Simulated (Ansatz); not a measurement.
# Si: a line through a two-coordinate scan, part 2 of 2

How does the energy of Si (Cmcm, No. 63; 12 atoms in the cell) vary with equal normal strain along x and y, at engineering shear strain xy = 0.0 %?

Ansatz 0.2.0; DFT LDA, scalar-relativistic, plane waves, PAW. Earlier steps stand in the parts before.

**8. The run at (0.0 %, 7.50 %)**

input.yaml reads:

```yaml
crystal:
  lattice:
    - [2.0421419763, -5.7196384753, 0.0]
    - [2.0421419763, 5.7196384753, 0.0]
    - [0.0, 0.0, 12.5702440454]
  atoms:
    - { symbol: Si, position: [0.7570666288, 0.2429333712, 0.9449750226] }
    - { symbol: Si, position: [0.2429333712, 0.7570666288, 0.0550249774] }
    - { symbol: Si, position: [0.7570666288, 0.2429333712, 0.5550249774] }
    - { symbol: Si, position: [0.2429333712, 0.7570666288, 0.4449750226] }
    - { symbol: Si, position: [0.4287015211, 0.5712984789, 0.1572276936] }
    - { symbol: Si, position: [0.5712984789, 0.4287015211, 0.8427723064] }
    - { symbol: Si, position: [0.4287015211, 0.5712984789, 0.3427723064] }
    - { symbol: Si, position: [0.5712984789, 0.4287015211, 0.6572276936] }
    - { symbol: Si, position: [0.9711041075, 0.0288958925, 0.9092746508] }
    - { symbol: Si, position: [0.0288958925, 0.9711041075, 0.0907253492] }
    - { symbol: Si, position: [0.9711041075, 0.0288958925, 0.5907253492] }
    - { symbol: Si, position: [0.0288958925, 0.9711041075, 0.4092746508] }
basis:
  ecutwfc: 420
kpoints:
  mp_grid: { grid: [10, 10, 4] }
hamiltonian:
  xc: lda
  pseudopotentials: { kind: paw, azcp: { folder: soft_1 } }
scf:
  occupations: { method: gaussian, width: 0.03 }
output:
  forces: true
  stress: true
  eigenvalues: true
```

Command:

```sh
> ansatz run input.yaml --threads 4 --pin off --max-ram 8192MiB --backend cpu --events-out ev --progress --plain --runs-dir out
```

The program printed, cut to the lines that bear on the results:

```text
Warning: <dir> the record states the generating functional pbe (its physics header spells it `PBE`), which answers neither for hamiltonian.xc's functional nor for the lda family's — results may be inconsistent (PPs are generated against a specific XC)
Warning: RAYON_NUM_THREADS=4 ignored (pool sized by the plan → 4); use --threads N
[...]
Pseudopotentials: kind: paw
Pseudopotential: Si, paw, valence charge 4, recommended cutoff 420 eV (normal), <dir>
Functional definition: SPW92
[...]
Crystal: 12 atoms, lattice volume = 293.649 Å³
Basis set: ecut = 420 eV, 5719 PW (Γ)
Bands: 36, of which v1, the nominal top of the filled ones, is band 24 counted from 1 (23 counted from 0)
Symmetry: 8 space group operations
Space group: Cmcm (ITA 63), of the structure as read, at distance tolerance 6.6e-5 Å
k-points: 93 of 400
[...]
SCF iter   1: F=—  HF=-7302.200348 eV  |F-HF|=—  |Δ(HF+E_count)|=         —  Δρ=3.72e-2  dr2=4.55e0  ethr=3.10e-3  ⟨swp⟩=8.7  Hψ=19911  notcnv=0  defer=3
[...]
SCF iter   8: F=-7300.873776 eV  HF=-7300.873776 eV  |F-HF|=1.57e-8  |Δ(HF+E_count)|=   6.42e-7  Δρ=3.07e-6  dr2=5.52e-8  ethr=2.08e-10  ⟨swp⟩=14.4  Hψ=18210  notcnv=0
[...]
SCF converged after 8 iterations
Free energy (F): -7300.873776 eV
[...]
E sigma→0 (E₀):  -7300.873776 eV
Fermi energy:    4.139486 eV
[...]
--- Forces (eV/Å), atoms counted from 1 ---
  atom   1  Si     0.00000000    -0.09284475     0.21032048
  atom   2  Si    -0.00000000     0.09284475    -0.21032048
  atom   3  Si     0.00000000    -0.09284475    -0.21032048
  atom   4  Si    -0.00000000     0.09284475     0.21032048
  atom   5  Si    -0.00000000    -0.18549193    -0.73738441
  atom   6  Si     0.00000000     0.18549193     0.73738441
  atom   7  Si    -0.00000000    -0.18549193     0.73738441
  atom   8  Si     0.00000000     0.18549193    -0.73738441
[...]
--- Stress (GPa, compression-positive) ---
      -11.663463      -0.000000       0.000000
       -0.000000     -12.924149      -0.000000
        0.000000      -0.000000      -3.107914
  P = ⅓ Tr σ = -9.2318 GPa (-92.318 kbar)
--- Band table (eV; the first three rows and the last of 93) ---
[...]
```

It took 13 s on 4 threads of Arm Neoverse V2, shared host; peak memory 1 GiB.

On the map this point reads 146 meV/atom.

**9. Point (0.0 %, 11.25 %)**

input.yaml: that of step 8 with these lines changed.

```diff
@@ -2,4 +2,4 @@
   lattice:
-    - [2.0421419763, -5.7196384753, 0.0]
-    - [2.0421419763, 5.7196384753, 0.0]
+    - [2.1133794871, -5.9191607477, 0.0]
+    - [2.1133794871, 5.9191607477, 0.0]
     - [0.0, 0.0, 12.5702440454]
```

Command:

```sh
> ansatz run input.yaml --threads 4 --pin off --max-ram 8192MiB --backend cpu --events-out ev --progress --plain --runs-dir out
```

The program printed, cut to the lines that bear on the results:

```text
[...]
SCF converged after 9 iterations
Free energy (F): -7299.065374 eV
[...]
E sigma→0 (E₀):  -7299.065328 eV
Entropy (-TS):   -0.000091 eV (-0.008 meV/atom)
Fermi energy:    3.502914 eV
[...]
--- Forces (eV/Å), atoms counted from 1 ---
  atom   1  Si     0.00000000    -0.04907383     0.29214065
  atom   2  Si     0.00000000     0.04907383    -0.29214065
  atom   3  Si     0.00000000    -0.04907383    -0.29214065
  atom   4  Si     0.00000000     0.04907383     0.29214065
  atom   5  Si    -0.00000000    -0.21911120    -0.90857928
  atom   6  Si     0.00000000     0.21911120     0.90857928
  atom   7  Si     0.00000000    -0.21911120     0.90857928
  atom   8  Si     0.00000000     0.21911120    -0.90857928
[...]
--- Stress (GPa, compression-positive) ---
      -14.483065       0.000000       0.000000
        0.000000     -15.929091       0.000000
        0.000000       0.000000      -3.707408
  P = ⅓ Tr σ = -11.3732 GPa (-113.732 kbar)
--- Band table (eV; the first three rows and the last of 93) ---
[...]
```

Wall time 16 s (4 threads of Arm Neoverse V2, shared host); peak memory 1.1 GiB.

On the map this point reads 296 meV/atom.

**10. The run at (0.0 %, 15.00 %)**

input.yaml: that of step 9 with these lines changed.

```diff
@@ -2,4 +2,4 @@
   lattice:
-    - [2.1133794871, -5.9191607477, 0.0]
-    - [2.1133794871, 5.9191607477, 0.0]
+    - [2.1846169979, -6.1186830201, 0.0]
+    - [2.1846169979, 6.1186830201, 0.0]
     - [0.0, 0.0, 12.5702440454]
```

Command:

```sh
> ansatz run input.yaml --threads 4 --pin off --max-ram 8192MiB --backend cpu --events-out ev --progress --plain --runs-dir out
```

The program printed, cut to the lines that bear on the results:

```text
Warning: <dir> the record states the generating functional pbe (its physics header spells it `PBE`), which answers neither for hamiltonian.xc's functional nor for the lda family's — results may be inconsistent (PPs are generated against a specific XC)
Warning: RAYON_NUM_THREADS=4 ignored (pool sized by the plan → 4); use --threads N
[...]
[... 3 set-up lines as earlier in the session ...]
[...]
Crystal: 12 atoms, lattice volume = 336.052 Å³
Basis set: ecut = 420 eV, 6581 PW (Γ)
Bands: 36, of which v1, the nominal top of the filled ones, is band 24 counted from 1 (23 counted from 0)
[... 1 set-up line as earlier in the session ...]
Space group: Cmcm (ITA 63), of the structure as read, at distance tolerance 7.0e-5 Å
k-points: 93 of 400
[...]
SCF iter   1: F=—  HF=-7297.908043 eV  |F-HF|=—  |Δ(HF+E_count)|=         —  Δρ=3.09e-2  dr2=3.64e0  ethr=3.10e-3  ⟨swp⟩=8.4  Hψ=19424  notcnv=0  defer=8
[...]
SCF iter   9: F=-7296.909461 eV  HF=-7296.909461 eV  |F-HF|=1.01e-9  |Δ(HF+E_count)|=   4.98e-8  Δρ=1.20e-6  dr2=6.57e-9  ethr=2.08e-10  ⟨swp⟩=14.8  Hψ=23783  notcnv=0
[...]
SCF converged after 9 iterations
Free energy (F): -7296.909461 eV
[...]
E sigma→0 (E₀):  -7296.909311 eV
Entropy (-TS):   -0.000299 eV (-0.025 meV/atom)
Fermi energy:    2.968046 eV
[...]
--- Forces (eV/Å), atoms counted from 1 ---
  atom   1  Si     0.00000000     0.01328924     0.35205380
  atom   2  Si     0.00000000    -0.01328924    -0.35205380
  atom   3  Si     0.00000000     0.01328924    -0.35205380
  atom   4  Si     0.00000000    -0.01328924     0.35205380
  atom   5  Si     0.00000000    -0.23743406    -1.00230012
  atom   6  Si     0.00000000     0.23743406     1.00230012
  atom   7  Si     0.00000000    -0.23743406     1.00230012
  atom   8  Si     0.00000000     0.23743406    -1.00230012
[...]
--- Stress (GPa, compression-positive) ---
      -15.895943      -0.000000       0.000000
       -0.000000     -17.353981      -0.000000
        0.000000      -0.000000      -4.059347
  P = ⅓ Tr σ = -12.4364 GPa (-124.364 kbar)
--- Band table (eV; the first three rows and the last of 93) ---
[...]
```

Run time: 17 s. Hardware: 4 threads of Arm Neoverse V2, shared host; peak memory 1.2 GiB.

That is 476 meV/atom from the zero.

**11. The line in numbers**

The summary covers parts 1 to 2.

```
equal normal strain along x and y (%)  step  energy (meV/atom)  slope (meV/atom per %)  pressure (GPa)  band gap on the k-mesh (eV)  largest force on an atom (eV/Å)
                               −15.00     3               1049                    −165              59                         0.00                             5.33
                               −11.25     4                537                    −109              37                         0.00                             3.24
                                −7.50     5                217                     −64              20                         0.00                             1.75
                                −3.75     6                 49                     −28               8                         0.21                             0.71
                                 0.00     –                  0                       0               0                         0.39                             0.00
                                 3.75     7                 40                      20              −6                         0.42                             0.47
                                 7.50     8                146                      35              −9                         0.26                             0.76
                                11.25     9                296                      45             −11                         0.00                             0.94
                                15.00    10                476                      51             −12                         0.00                             1.03
```

Energies count from the relaxed crystal. Rows without a step come from runs not printed here or follow by symmetry. Slopes come from the forces (and the stress, where the cell changes), not from differences of energies.

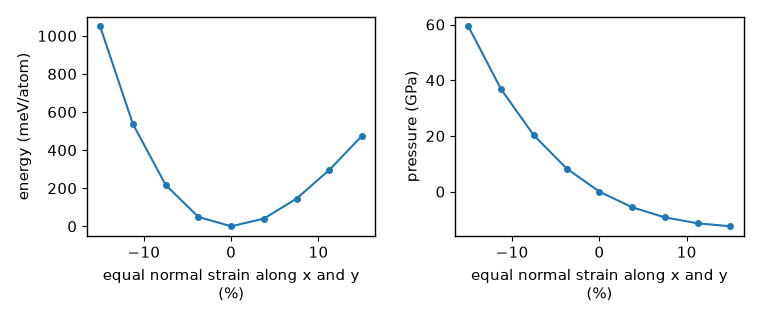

Energy and pressure along the line.

What this shows: Along the line the energy is lowest at 0.00 %, 0 meV/atom from the zero. Energies and slopes round the minimum, fitted together, put the minimum at 0.000 %, with a curvature of about 6.3 meV/atom per %². Divided by the reference volume, that is a stiffness of about 480 GPa for this pattern of strain, with the ions clamped. The well is lopsided: two grid steps out, the energy rises by 217 meV/atom towards smaller values and 146 meV/atom towards larger ones. The highest point computed, at −15.00 %, lies 1049 meV/atom above the lowest. The gap on the mesh reads zero on part of the line; semilocal functionals close small gaps early. This is one cut through a surface in two coordinates; it holds the lowest point sampled, which need not be a minimum. A rigid map gives upper bounds: relaxing the other coordinates can only lower a point. The gap on the mesh closes on part of the grid.
